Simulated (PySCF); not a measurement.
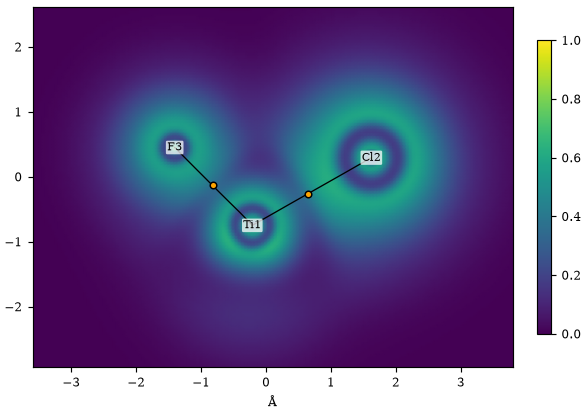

Figure 1: ClF3Ti. Localised orbital locator (LOL) in the plane of Ti1, Cl2 and F3, with bond paths and bond critical points (dots).

Method: ωB97X/def2-TZVP; geometry: GFN2-xTB; program: PySCF. This is a single-reference result, which may miss multireference character in this system. No frequency check shows the geometry to be a minimum. GFN2-xTB bond lengths at metals and heavier atoms can be off by up to 0.1 Å and shapes distorted, which carries into these values.

What values does LOL take at the bond critical points in this plane?

Answer. Ti1–Cl2: about 0.42; Ti1–F3: about 0.36. Values above 0.5 mark slow, localised electrons, as in shared pairs; low values at a critical point mark a polar or closed-shell contact whose critical point lies between the shells.

Run time: 21 s on 1 thread of Intel(R) Xeon(R) Platinum 8259CL CPU @ 2.50GHz (Skylake/Cascade Lake) (shared host), peak memory 0.67 GiB.
